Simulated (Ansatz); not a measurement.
# CH₂Al+ (triplet): correlated methods under varied settings

Aim: run CH₂Al+ (triplet) at one geometry under a spread of methods and options, and see what each costs and gives.

Method: the settings change from run to run; program: Ansatz 0.2.0, Gaussian basis.

13 further runs of the same task are left out: 4 that didn't finish, 9 set aside as unsound or not needed.

**1. The geometry**

The geometry is a PBE0/def2-TZVP stationary point (not a proven minimum) of the parent state, kept for this charge and spin.

4 atoms, charge 1, spin multiplicity 3.

Atoms are counted from 1 here; the program's logs count them from 0.

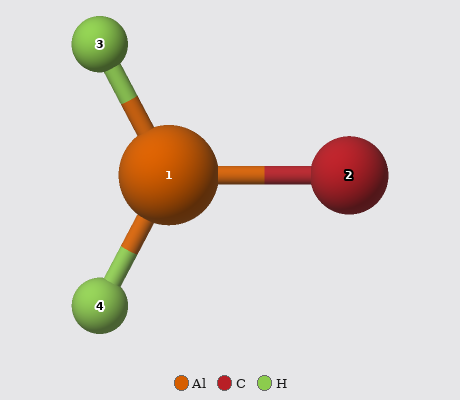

The geometry (aluminium orange, carbon red, hydrogen green); atoms are numbered from 1 in the order of the file.

**2. BCCD(T) on ROHF/6-31++G****

in.yaml reads:

```yaml
crystal:
  periodic: [false, false, false]
  atoms:
    - {symbol: Al, position_ang: [0.000000, 0.000000, 0.527635]}
    - {symbol: C, position_ang: [0.000000, 0.000000, -1.397228]}
    - {symbol: H, position_ang: [0.000000, 1.398998, 1.262610]}
    - {symbol: H, position_ang: [0.000000, -1.398998, 1.262610]}
basis:
  gaussian: {orbitals: "6-31++G**"}
total_charge: 1
magnetization: {spin_polarized: false, initial_magnetization: 2}
correlation: {method: bccd_t, electrons: valence}
scf: {lower_state_search: off}
output: {forces: true}
```

Started as:

```console
$ ansatz run in.yaml --threads 1 --pin off --events-out ev --progress --plain --max-ram 2393MiB
```

Output, cut to the lines that bear on the results:

```text
Functional definition: HF
  name "HF"
  cite "Fock, Z. Phys. 61, 126 (1930) doi:10.1007/BF01340294"
  parent pbe
[...]
462 factors; integrals over basis functions are off by at most 1.1e-3 eV
[...]
mean field -7631.45644894 eV, -280.4508517114 hartree, gradient 2.3e-6 eV, S^2 2.000000; 0 other end points of the search recorded, 0 dependent functions left out
6 core orbitals not correlated: weight in the atoms' cores, before any rotation towards them, 1.000 or more for the frozen orbitals, at most 0.000 for the correlated occupied ones
reference -7631.45644894 eV, -280.4508517114 hartree; 5, 3 occupied and 43, 45 virtual orbitals, 462 factors
second order -2.91452037 eV of doubles, -0.06129096 eV of singles
cycle   1  -3.61301902 eV  change   -6.4e-1 eV  update   7.4e-2
[...]
cycle  21  -3.95017663 eV  change   -1.8e-9 eV  update   1.5e-7
perturbative correction -0.11614039 eV, -0.0042680805 hartree
[...]
Total energy: -7635.52276595 eV, -280.6002861054 hartree
Atom 0 at     0.000000     0.000000     0.527635 Å, force    -0.000000     0.000000     3.119811 eV/Å
Atom 1 at     0.000000     0.000000    -1.397228 Å, force     0.000000    -0.000000    -1.961805 eV/Å
Atom 2 at     0.000000     1.398998     1.262610 Å, force    -0.000000     0.127271    -0.579003 eV/Å
Atom 3 at     0.000000    -1.398998     1.262610 Å, force     0.000000    -0.127271    -0.579003 eV/Å
Dipole moment:     0.000000     0.000000    -0.301444 e Å
Checks for a lower state left out: starts, cluster_reference, orbital_swaps, neighbouring_geometries, increment
```

Run time: 5.5 s. Hardware: 1 thread of Intel Xeon Platinum 8488C, shared host; peak memory 0.26 GiB.

From the report: correlation -4.0663 eV; largest double amplitude 0.08.

**3. CASSCF(6,4)/6-31G**

in.yaml, as its differences from that of step 2:

```diff
@@ -8,7 +8,6 @@
 basis:
-  gaussian: {orbitals: "6-31++G**"}
+  gaussian: {orbitals: 6-31G}
 total_charge: 1
 magnetization: {spin_polarized: false, initial_magnetization: 2}
-correlation: {method: bccd_t, electrons: valence}
-scf: {lower_state_search: off}
+correlation: {active_space: {window: {electrons: 6, orbitals: 4}}}
 output: {forces: true}
```

Launched as before.

Output, cut to the lines that bear on the results:

```text
Functional definition: HF
  name "HF"
  cite "Fock, Z. Phys. 61, 126 (1930) doi:10.1007/BF01340294"
  parent pbe
[...]
329 factors; integrals over basis functions are off by at most 1.5e-4 eV
[...]
mean field -7630.53951758 eV, -280.4171551057 hartree, gradient 3.2e-6 eV, S^2 2.000000; 8 other end points of the search recorded, 0 dependent functions left out
reference -7630.53951758 eV, -280.4171551057 hartree; 11, 9 occupied and 15, 17 virtual orbitals, 329 factors
state -7630.53951758 eV, -280.4171551057 hartree
[...]
Total energy: -7630.53951758 eV, -280.4171551057 hartree
Atom 0 at     0.000000     0.000000     0.527635 Å, force     0.000000    -0.000000     4.460647 eV/Å
Atom 1 at     0.000000     0.000000    -1.397228 Å, force     0.000000     0.000000    -3.160477 eV/Å
Atom 2 at     0.000000     1.398998     1.262610 Å, force     0.000000     0.180349    -0.650085 eV/Å
Atom 3 at     0.000000    -1.398998     1.262610 Å, force    -0.000000    -0.180349    -0.650085 eV/Å
Dipole moment:     0.000000     0.000000    -0.522036 e Å
```

Run time: 0.57 s. Hardware: 1 thread of Intel Xeon Platinum 8488C, shared host.

From the report: 16 determinants; active occupations 2.00, 2.00, 1.00, 1.00. With so small a space the active step adds no correlation: the energy is the mean field's.

**4. NEVPT2(2,7)/6-31G**

in.yaml, as its differences from that of step 3:

```diff
@@ -11,3 +11,3 @@
 magnetization: {spin_polarized: false, initial_magnetization: 2}
-correlation: {active_space: {window: {electrons: 6, orbitals: 4}}}
-output: {forces: true}
+correlation: {method: sc_nevpt2, electrons: outside_noble_gas, active_space: {window: {electrons: 2, orbitals: 7}}}
+scf: {lower_state_search: full}
```

The command is unchanged.

Output, cut to the lines that bear on the results:

```text
Functional definition: HF
  name "HF"
  cite "Fock, Z. Phys. 61, 126 (1930) doi:10.1007/BF01340294"
  parent pbe
[...]
329 factors; integrals over basis functions are off by at most 1.5e-4 eV
[...]
mean field -7630.53951758 eV, -280.4171551057 hartree, gradient 3.2e-6 eV, S^2 2.000000; 14 other end points of the search recorded, 0 dependent functions left out
reference -7630.53951758 eV, -280.4171551057 hartree; 11, 9 occupied and 15, 17 virtual orbitals, 329 factors
state -7630.63083837 eV, -280.4205110828 hartree
state -7630.63083837 eV, -280.4205110828 hartree; corrected -7632.12505348 eV, -280.4754224752 hartree
WARN: 3 active orbitals are nearly empty or full. The corrections depend on them more than the energy does, and are more stable in an active space without them
Total energy: -7632.12505348 eV, -280.4754224752 hartree
```

Wall time 2.3 s (1 thread of Intel Xeon Platinum 8488C, shared host).

From the report: 18 determinants; active occupations 1.00, 1.00, 0.00, 0.00, 0.00, 0.00, 0.00. The report marks this result as in doubt.

**5. BCCD(T) on ROHF/6-31G***

in.yaml, as its differences from that of step 4:

```diff
@@ -8,6 +8,6 @@
 basis:
-  gaussian: {orbitals: 6-31G}
+  gaussian: {orbitals: "6-31G*"}
 total_charge: 1
 magnetization: {spin_polarized: false, initial_magnetization: 2}
-correlation: {method: sc_nevpt2, electrons: outside_noble_gas, active_space: {window: {electrons: 2, orbitals: 7}}}
-scf: {lower_state_search: full}
+correlation: {method: bccd_t, electrons: valence}
+output: {forces: true}
```

Launched as before.

Output, cut to the lines that bear on the results:

```text
Functional definition: HF
  name "HF"
  cite "Fock, Z. Phys. 61, 126 (1930) doi:10.1007/BF01340294"
  parent pbe
[...]
371 factors; integrals over basis functions are off by at most 1.1e-3 eV
[...]
mean field -7631.37596715 eV, -280.4478940604 hartree, gradient 3.2e-6 eV, S^2 2.000000; 7 other end points of the search recorded, 0 dependent functions left out
[...]
determinant -7631.37596715 eV, -280.4478940604 hartree, with singles and doubles -7635.02946511 eV, -280.5821576338 hartree
determinant -7631.01260650 eV, -280.4345408026 hartree, with singles and doubles -7634.54023177 eV, -280.5641786404 hartree
determinant -7629.68346216 eV, -280.3856956491 hartree, with singles and doubles -7633.64030695 eV, -280.5311070132 hartree
determinant -7631.37596715 eV, -280.4478940604 hartree, with singles and doubles -7635.03296595 eV, -280.5822862875 hartree
[...]
6 core orbitals not correlated: weight in the atoms' cores, before any rotation towards them, 1.000 or more for the frozen orbitals, at most 0.000 for the correlated occupied ones
reference -7631.37596715 eV, -280.4478940604 hartree; 5, 3 occupied and 27, 29 virtual orbitals, 371 factors
second order -2.60376111 eV of doubles, -0.06057555 eV of singles
cycle   1  -3.65467793 eV  change    2.3e-3 eV  update   1.9e-2
[...]
cycle  18  -3.64073050 eV  change    2.7e-8 eV  update   1.8e-7
perturbative correction -0.11871988 eV, -0.0043628753 hartree
[...]
Total energy: -7635.13541754 eV, -280.5860513139 hartree
Atom 0 at     0.000000     0.000000     0.527635 Å, force     0.000000     0.000000     2.782688 eV/Å
Atom 1 at     0.000000     0.000000    -1.397228 Å, force    -0.000000    -0.000000    -1.888027 eV/Å
Atom 2 at     0.000000     1.398998     1.262610 Å, force     0.000000     0.356020    -0.447330 eV/Å
Atom 3 at     0.000000    -1.398998     1.262610 Å, force    -0.000000    -0.356020    -0.447330 eV/Å
Dipole moment:    -0.000000     0.000000    -0.269591 e Å
```

Wall time 3.4 s (1 thread of Intel Xeon Platinum 8488C, shared host).

From the report: correlation -3.7595 eV; largest double amplitude 0.08.

**6. MP2 on ROHF/cc-pVDZ**

in.yaml, as its differences from that of step 5:

```diff
@@ -8,6 +8,5 @@
 basis:
-  gaussian: {orbitals: "6-31G*"}
+  gaussian: {orbitals: cc-pVDZ}
 total_charge: 1
 magnetization: {spin_polarized: false, initial_magnetization: 2}
-correlation: {method: bccd_t, electrons: valence}
-output: {forces: true}
+correlation: {method: mp2, electrons: outside_noble_gas}
```

Same command.

Output, cut to the lines that bear on the results:

```text
Functional definition: HF
  name "HF"
  cite "Fock, Z. Phys. 61, 126 (1930) doi:10.1007/BF01340294"
  parent pbe
[...]
399 factors; integrals over basis functions are off by at most 9.0e-4 eV
[...]
mean field -7631.77344695 eV, -280.4625011737 hartree, gradient 1.4e-6 eV, S^2 2.000000; 8 other end points of the search recorded, 0 dependent functions left out
[...]
6 core orbitals not correlated: weight in the atoms' cores, before any rotation towards them, 1.000 or more for the frozen orbitals, at most 0.000 for the correlated occupied ones
reference -7631.77344695 eV, -280.4625011737 hartree; 5, 3 occupied and 31, 33 virtual orbitals, 399 factors
second order -2.92959182 eV of doubles, -0.06455228 eV of singles
Total energy: -7634.76759106 eV, -280.5725339400 hartree
```

Run time: 0.66 s. Hardware: 1 thread of Intel Xeon Platinum 8488C, shared host.

**7. CCSDT on ROHF/6-31G**

in.yaml, as its differences from that of step 6:

```diff
@@ -8,5 +8,6 @@
 basis:
-  gaussian: {orbitals: cc-pVDZ}
+  gaussian: {orbitals: 6-31G}
 total_charge: 1
 magnetization: {spin_polarized: false, initial_magnetization: 2}
-correlation: {method: mp2, electrons: outside_noble_gas}
+correlation: {method: ccsdt, electrons: outside_noble_gas, diis_vectors: 12}
+output: {forces: true}
```

Launched as before.

Output, cut to the lines that bear on the results:

```text
Functional definition: HF
  name "HF"
  cite "Fock, Z. Phys. 61, 126 (1930) doi:10.1007/BF01340294"
  parent pbe
[...]
577 factors; integrals over basis functions are off by at most 1.8e-7 eV
[...]
mean field -7630.53965849 eV, -280.4171602841 hartree, gradient 3.5e-6 eV, S^2 2.000000; 9 other end points of the search recorded, 0 dependent functions left out
[...]
determinant -7630.53965849 eV, -280.4171602841 hartree, with singles and doubles -7633.00444719 eV, -280.5077395979 hartree
determinant -7630.14627948 eV, -280.4027038721 hartree, with singles and doubles -7632.46858568 eV, -280.4880470508 hartree
determinant -7628.89514039 eV, -280.3567253585 hartree, with singles and doubles -7631.57938693 eV, -280.4553695994 hartree
determinant -7630.53965849 eV, -280.4171602841 hartree, with singles and doubles -7633.00616213 eV, -280.5078026208 hartree
[...]
6 core orbitals not correlated: weight in the atoms' cores, before any rotation towards them, 1.000 or more for the frozen orbitals, at most 0.000 for the correlated occupied ones
reference -7630.53965849 eV, -280.4171602841 hartree; 5, 3 occupied and 15, 17 virtual orbitals, 577 factors
second order -1.60590864 eV of doubles, -0.02005610 eV of singles
cycle   1  -2.08414270 eV  change   -4.6e-1 eV  update   7.6e-2
[...]
cycle  27  -2.57506420 eV  change   -1.6e-7 eV  update   1.2e-7
[...]
Total energy: -7633.11472269 eV, -280.5117921480 hartree
Atom 0 at     0.000000     0.000000     0.527635 Å, force    -0.000000    -0.000000     2.824689 eV/Å
Atom 1 at     0.000000     0.000000    -1.397228 Å, force    -0.000000     0.000000    -2.437126 eV/Å
Atom 2 at     0.000000     1.398998     1.262610 Å, force     0.000000     0.631946    -0.193782 eV/Å
Atom 3 at     0.000000    -1.398998     1.262610 Å, force    -0.000000    -0.631946    -0.193782 eV/Å
Dipole moment:    -0.000000     0.000000    -0.240640 e Å
```

Wall time 7 s (1 thread of Intel Xeon Platinum 8488C, shared host).

From the report: correlation -2.5751 eV; T1 0.052; largest double amplitude 0.09.

**8. The runs in one table**

Where basis and cores are those of an earlier FCI/6-31G run (-7633.1192 eV), and the state is the same kind, the miss against it is given. † marks a result that the program doubts.

| level | correlated | functions | energy (eV) | from FCI (meV) | time |
| --- | --- | --- | --- | --- | --- |
| BCCD(T) on ROHF/6-31++G** | valence | 54 | -7635.5228 |  | 5.5 s |
| CASSCF(6,4)/6-31G |  | 26 | -7630.5395 | 2579.7 | 0.57 s |
| NEVPT2(2,7)/6-31G † | outside noble gas | 26 | -7632.1251 | 994.2 | 2.3 s |
| BCCD(T) on ROHF/6-31G* | valence | 38 | -7635.1354 |  | 3.4 s |
| MP2 on ROHF/cc-pVDZ | outside noble gas | 42 | -7634.7676 |  | 0.66 s |
| CCSDT on ROHF/6-31G | outside noble gas | 26 | -7633.1147 | 4.5 | 7 s |

**9. Summary of results**

| quantity | value |
| --- | --- |
| runs | 6 |
| quickest | CASSCF(6,4)/6-31G, 0.57 s |
| slowest | CCSDT on ROHF/6-31G, 7 s |

What this shows: Total energies in different bases, with other cores or another treatment of relativity can't be set against each other. CCSDT on ROHF/6-31G took 12 times as long as CASSCF(6,4)/6-31G; the jobs differ in more than the method. Among the correlated runs with a miss given, it spans +5 to +994 meV. Hartree-Fock, CASSCF and CASCI lack dynamic correlation by design.
